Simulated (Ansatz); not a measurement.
# SiH4O (silanol) at FCI/STO-3G

What is the energy change on altering one bond length of SiH4O (silanol) at FCI/STO-3G? 

The results are computed with Ansatz 0.2.0.

47 further runs of the same task are left out: 47 set aside as unsound or not needed.

## 1. The system as given

SiH4O has 6 atoms, charge 0, and is taken as a singlet. SMILES: `O[SiH3]`. The shape is that of a PBE0-D4/def2-TZVP optimisation.

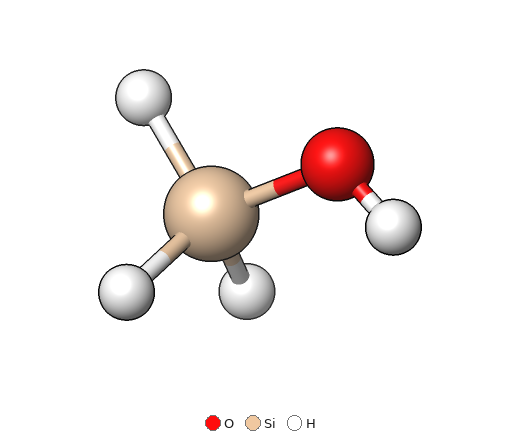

The structure, seen from a chosen angle (oxygen red, silicon light orange, hydrogen white).

## 2. The energy at FCI/STO-3G

input.yaml reads:

```yaml
crystal:
  periodic: [false, false, false]
  atoms:
    - symbol: O
      position_ang: [0.636700, -1.030300, 0.419000]
    - symbol: Si
      position_ang: [-0.035700, 0.346500, -0.187000]
    - symbol: H
      position_ang: [0.069100, -1.629200, 0.904700]
    - symbol: H
      position_ang: [-1.128300, 0.045700, -1.152800]
    - symbol: H
      position_ang: [1.060500, 1.064900, -0.875600]
    - symbol: H
      position_ang: [-0.602300, 1.202400, 0.891700]
basis:
  gaussian:
    orbitals: STO-3G
correlation:
  method: fci
  frozen_orbitals: {H: 0, O: 1, Si: 5}
accuracy: high
```

Launch:

```sh
$ ansatz run input.yaml --threads 1 --pin off --max-ram 2610MiB --events-out events.jsonl --progress --plain --runs-dir runs
```

What it wrote:

```text
Warning: RAYON_NUM_THREADS=1 ignored (pool sized by the plan → 1); use --threads N
Functional definition: HF
  name "HF"
  exchange = exact_x
  correlation = 0
314 factors; integrals over basis functions are off by at most 3.0e-8 eV
mean field evaluation 1: about -9842.7099 eV, gradient 1.9e1 eV
mean field evaluation 2: about -9842.7388 eV, gradient 1.9e1 eV
mean field evaluation 4: about -9844.0504 eV, gradient 8.6e-1 eV
mean field evaluation 8: about -9844.0536 eV, gradient 2.2e-6 eV
mean field -9844.05363517 eV, -361.7622985532 hartree, gradient 8.8e-9 eV, S^2 0.000000; 0 other end points of the search recorded, 0 dependent functions left out
6 core orbitals not correlated: weight in the atoms' cores, before any rotation towards them, 1.000 or more for the frozen orbitals, at most 0.000 for the correlated occupied ones
reference -9844.05363517 eV, -361.7622985532 hartree; 7, 7 occupied and 5, 5 virtual orbitals, 314 factors
state -9846.89600931 eV, -361.8667538764 hartree
Total energy: -9846.89600931 eV, -361.8667538764 hartree
```

It took 2.5 s on 1 thread of Arm Neoverse V2, shared host; peak memory 0.11 GiB.

## 3. The distorted shape, same level

run.yaml reads:

```yaml
crystal:
  periodic: [false, false, false]
  atoms:
    - {symbol: O, position_ang: [0.362682, -1.209879, 0.591130]}
    - {symbol: Si, position_ang: [-0.309718, 0.166921, -0.014870]}
    - {symbol: H, position_ang: [-0.204918, -1.808779, 1.076830]}
    - {symbol: H, position_ang: [-1.402318, -0.133879, -0.980670]}
    - {symbol: H, position_ang: [1.060500, 1.064900, -0.875600]}
    - {symbol: H, position_ang: [-0.876318, 1.022821, 1.063830]}
basis:
  gaussian:
    orbitals: STO-3G
correlation:
  method: fci
  frozen_orbitals: {H: 0, O: 1, Si: 5}
accuracy: high
```

Launch:

```sh
$ ansatz run run.yaml --threads 1 --pin off --max-ram 2610MiB --events-out events.jsonl --progress --plain --runs-dir runs
```

What it wrote:

```text
Warning: RAYON_NUM_THREADS=1 ignored (pool sized by the plan → 1); use --threads N
[... 4 set-up lines as earlier in the session ...]
314 factors; integrals over basis functions are off by at most 3.0e-8 eV
mean field evaluation 1: about -9840.8369 eV, gradient 2.0e1 eV
mean field evaluation 2: about -9840.8600 eV, gradient 2.0e1 eV
mean field evaluation 4: about -9842.3695 eV, gradient 9.2e-1 eV
mean field evaluation 8: about -9842.3729 eV, gradient 3.1e-6 eV
mean field -9842.37289233 eV, -361.7005323930 hartree, gradient 1.2e-8 eV, S^2 0.000000; 0 other end points of the search recorded, 0 dependent functions left out
6 core orbitals not correlated: weight in the atoms' cores, before any rotation towards them, 1.000 or more for the frozen orbitals, at most 0.000 for the correlated occupied ones
reference -9842.37289233 eV, -361.7005323930 hartree; 7, 7 occupied and 5, 5 virtual orbitals, 314 factors
state -9845.63331489 eV, -361.8203507121 hartree
Total energy: -9845.63331489 eV, -361.8203507121 hartree
```

Run time: 2.5 s. Hardware: 1 thread of Arm Neoverse V2, shared host; peak memory 0.11 GiB.

## 4. Outcome

Level: FCI/STO-3G, 6 core orbitals frozen.

| quantity | value |
| --- | --- |
| first shape: total energy | -361.86675 Eh |
| first shape: correlation energy (6 core orbitals frozen) | -104.5 mEh |
| distorted shape: total energy | -361.82035 Eh |
| distorted shape: correlation energy (6 core orbitals frozen) | -119.8 mEh |
| energy change with the Si2–H5 bond stretched from 1.481 to 1.851 Å | 1.263 eV |

In words: With the Si2–H5 bond stretched from 1.481 to 1.851 Å the energy rises by 1.26 eV (29 kcal/mol). The first shape isn't relaxed at this level, so the change isn't measured from a minimum. The minimal basis adds a large error of its own.
